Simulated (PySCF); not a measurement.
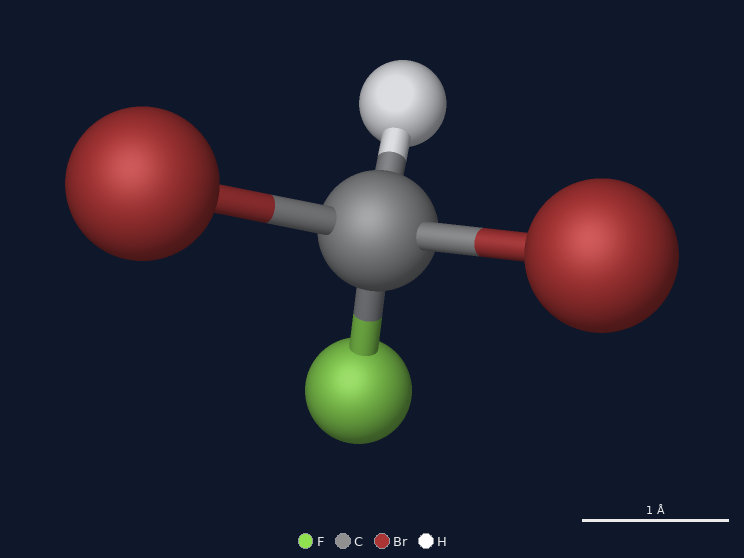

Ball-and-stick drawing of a structure. Every bond is drawn as one stick, whatever its order.

The geometry was computed by an optimisation with PBE0-D3(BJ)/def2-SVP. No frequency run is at hand to confirm it as a minimum.

Describe the molecule.

It has 5 atoms: 1 carbon, 1 hydrogen, 2 bromine and 1 fluorine (CHBr2F). Its SMILES string is `FC(Br)Br`. Among its groups: C–F bond, C–Br bond. The point group is Cs. Coordination: 1 C tetrahedral.

More results for the same structure follow; atom numbers are the same in all pictures, views and colours differ.

**Excitation**

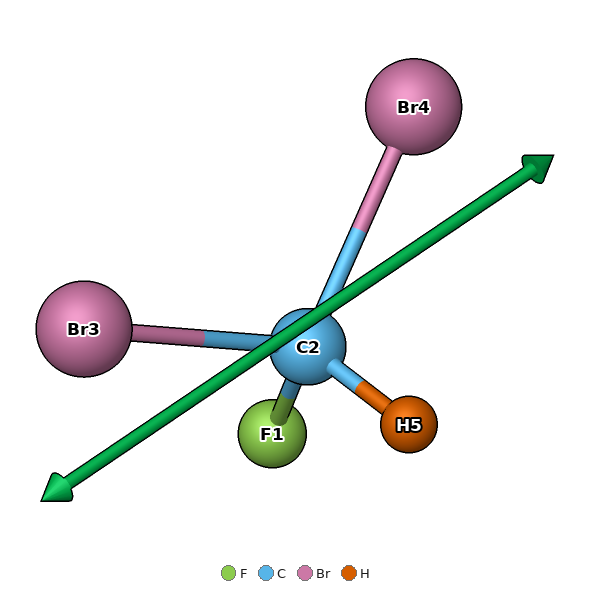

The double arrow shows the direction of the transition dipole to excited singlet state 7 (its length means nothing). No frequency run is at hand to confirm it as a minimum. Method: TDDFT B3LYP/def2-SVPD, vertical, gas phase, core orbitals frozen in the response (PySCF 2.14.0).

**How is the transition polarised?**

Close to the long direction Br3···Br4.

**Where does the transition lie, and how strong is it?**

6.98 eV (178 nm), oscillator strength 0.024, mainly HOMO−2 → LUMO+1 (weight 0.93); transition dipole 0.96 D.

**Core levels**

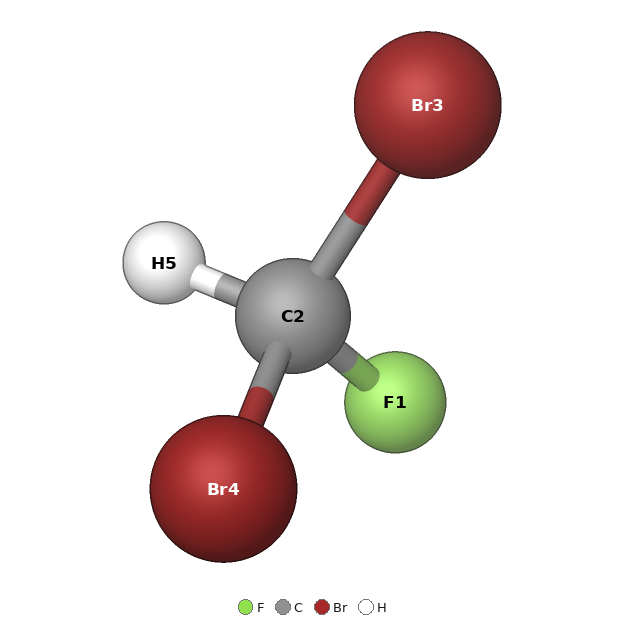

No frequency run is at hand to confirm it as a minimum. Level of theory: delta-SCF UKS SCAN, pcX-2 on the ionised atom, pcseg-1 elsewhere, spin-free X2C (PySCF 2.14.0).

Give the core-electron binding energies (to vacuum) of F1 1s, C2 1s.

| atom | level | binding energy (eV) |
| --- | --- | --- |
| F1 | 1s | 693.9 |
| C2 | 1s | 295.7 |

**Polarisability**

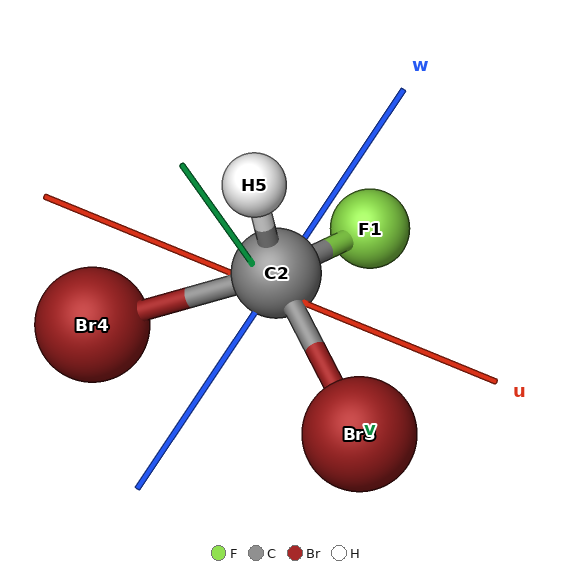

The lines u, v and w are the principal axes of the static dipole polarisability. No frequency run is at hand to confirm it as a minimum. Computed with B3LYP/def2-SVPD (PySCF 2.14.0).

**Along which axis is the molecule most polarisable, and along which least?**

Most along u (close to the long direction Br3···Br4), least along v.

**Give the three principal values.**

u 76.3, v 47.7, w 53.6 bohr³; mean 59.2, anisotropy 26.2 bohr³.
